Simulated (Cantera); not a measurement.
Feed: 1 mol acetone, 1.2 mol CO2, 3.6 mol N2, equilibrated at 0.00133 bar.

These are equilibrium values from Cantera (NASA tables, ideal gas, pure condensed phases), not measurements of a reactor. Candidate condensed phases: C, C6H6, C7H8, C8H18, H2O; 136 gas species. The feed counts by its element totals alone. Equilibrium is a limit: real reactors are often held back by kinetics, nucleation or transport.

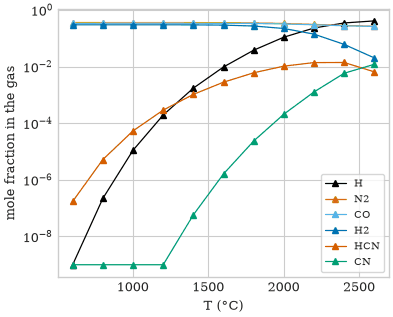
Fig. 1. Equilibrium gas composition (values under 1e-9 drawn at 1e-9)

From 602 °C to 2402 °C the condensed part is C(graphite). At 2602 °C nothing is condensed. The main C-bearing gas is CO throughout. The share of C in condensed phases is highest at 602 °C (19.6 %) and lowest at 2602 °C (0.0 %).
